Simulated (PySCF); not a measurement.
C3H8OSi2 (SMILES CO[SiH2]C#C[SiH3])

The calculation's input:

```
{"job": {"kind": "uv", "xc": "PBE0", "basis": "def2-SVPD", "nstates": 6, "ntriplets": 2}, "charge": 0, "multiplicity": 1}
C     -2.661085     0.020842     0.381320
O     -2.197271     1.060916    -0.419673
Si    -0.930731     1.092595    -1.436572
C      0.648427     0.648163    -0.564683
C      1.656555     0.344080     0.034362
Si     3.193483    -0.101700     0.959654
H     -1.872622    -0.340595     1.046872
H     -3.491208     0.398554     0.980233
H     -3.011681    -0.815569    -0.229664
H     -0.979447     2.493484    -1.825602
H     -1.081152     0.120147    -2.528168
H      2.887218    -0.073087     2.393330
H      3.608598    -1.448193     0.555246
H      4.230238     0.879915     0.631180
```

Command:

```sh
OMP_NUM_THREADS=1 python probes_run.py task.json out
```

Geometry: GFN2-xTB.

Computed with PBE0/def2-SVPD, SCF density, gas phase in PySCF 2.14.0.

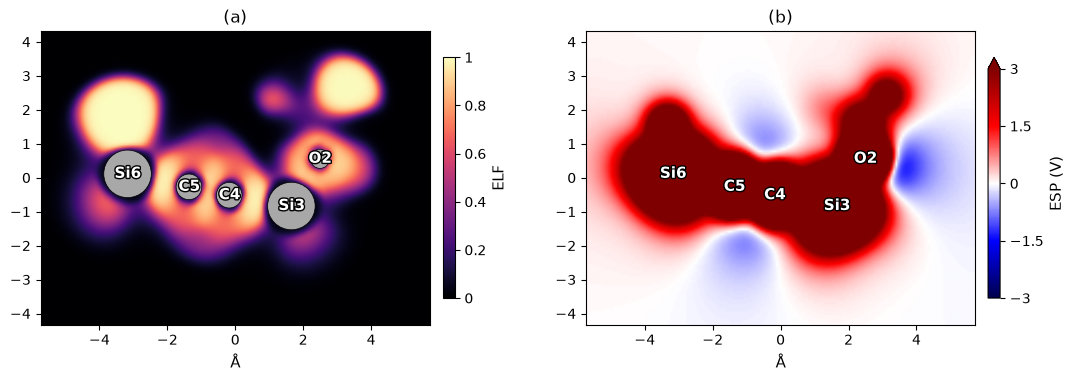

Figure 1. (a) electron localisation function; (b) electrostatic potential on the plane of atoms O2, Si3 and C4. Grey discs cover the atomic cores in the ELF map.

What does the map show?

Answer.
- The section cuts through O, Si and C sites.
- C–C (1.21 Å): the ELF peaks at about 0.85 between the atoms; a short, multiple covalent bond.
- Si–O (1.62 Å): the ELF peaks at about 0.85 between the atoms (a polar covalent bond).
- C–Si (1.85 Å): the ELF peaks at about 0.95 between the atoms: localised, covalent bonding.
- The ELF also peaks beside O2, away from the bonds: lone-pair regions.
- Outside the dense part of the molecule the potential is most negative (−1.3 V) near O2.

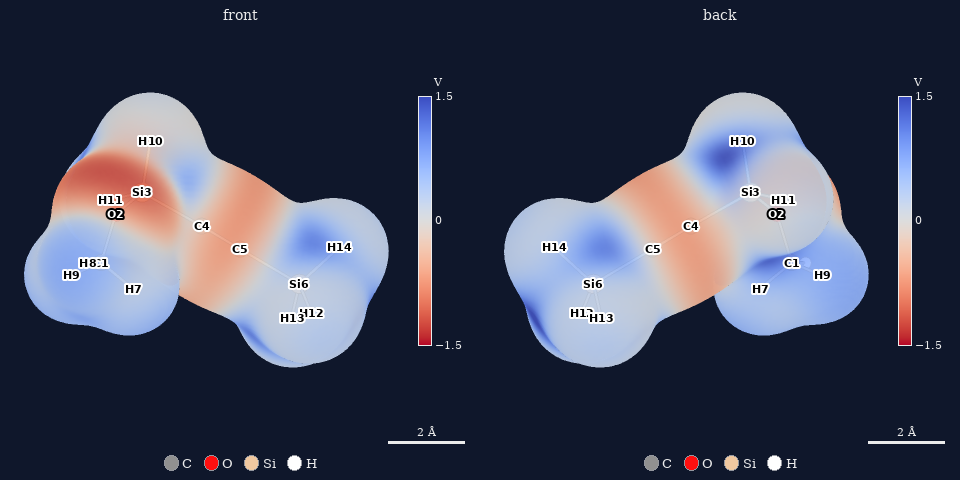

Figure 2. The molecular electrostatic potential painted on the density surface at 0.002 e/bohr³, seen from the front and from behind; the colour scale runs from red (negative) to blue (positive).

Which sites attract a positive test charge, and which a negative one?

Answer. A positive charge is drawn to the negative regions and a negative charge to the positive ones. The most negative region (about −1.2 V) lies over O2, the most positive (about +1.4 V) over Si3 and Si6. O2 is the likeliest acceptor of a hydrogen bond.

How polar is the molecule by this calculation?

Answer. Its dipole moment is 1.18 D.
